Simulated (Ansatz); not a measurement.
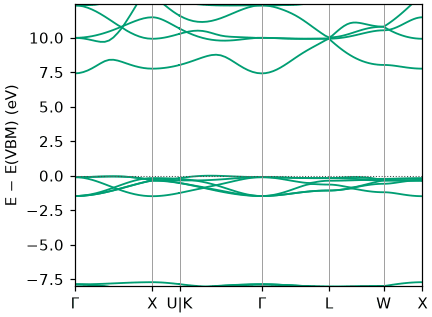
Fig. 1. Band structure from the program Ansatz at the r²SCAN level (PAW)

Problem. Read off the gap and where the band edges lie.

Solution. About 7.4 eV (7.41 eV by a search for the band edges); maximum on the K–Γ line, 37 % of the way from K, minimum at Γ.

Problem. Which compound is it?
(A) BaF2, fluorite
(B) LiF, zinc blende
(C) AlN, rock salt
(D) CaF2, fluorite

Solution. A, BaF2, fluorite

Space group Fm-3m (fluorite). The cell was relaxed with r²SCAN under the symmetry of its start. Spin–orbit coupling is left out wherever it is not named.

Potentials: the earlier of the program's two PAW sets. The files were generated under PBE; for other functionals the program regenerates the frozen cores, and for LDA and PBEsol the local potential too.
